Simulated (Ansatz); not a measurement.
Starting cell, K (bcc, W type):

```xyz
2
Lattice="-5.2795 5.2795 5.2795 0.0000 0.0000 5.2795 0.0000 5.2795 0.0000" Properties=species:S:1:pos:R:3 pbc="T T T"
K      0.0000     0.0000     0.0000
K     -2.6397     2.6397     2.6397
```

A phonon eigenvector at H = (0.5, 0.5, 0.5) is frozen into this cell: atom i moves by Q times the vector below, so Q is the largest atomic displacement, in Å. The cell is held. It is one choice among 3 degenerate patterns. (q is in reciprocal vectors of the primitive cell; the cell shown is doubled to hold the pattern.)

| atom | x | y | z |
|---|---|---|---|
| K1 | 0.000 | 0.000 | -1.000 |
| K2 | 0.000 | 0.000 | 1.000 |

Calculation: PBE (plane waves to 420 eV, PAW, scalar-relativistic; Ansatz, a quantum-chemistry and plane-wave program). k mesh 13×13×13 (Γ-centred), Fermi-Dirac smearing 0.05 eV. The energy includes the smearing's −TS. With partly filled bands, energies and forces of such displacements shift with the k mesh and the smearing. K was relaxed with its symmetry unable to fall. The PAW data are Ansatz's earlier set. The zero of ΔE is the undisplaced structure.

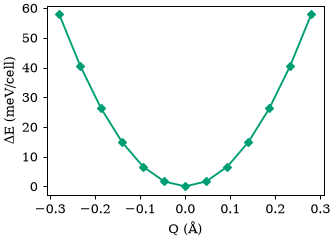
Fig. 1. ΔE (meV/cell) against Q (Å); markers are the computed points, lines only join them.

**Question.** What is the energy change at Q = 0.280 Å?

**Answer.** About 58 meV/cell.

**Question.** What harmonic wavenumber does the curvature at Q = 0 give?

**Answer.** About 73 cm⁻¹.

(For displaced atoms, the force is minus the slope of the energy, and its curvature is a force constant, which sets phonon frequencies.)
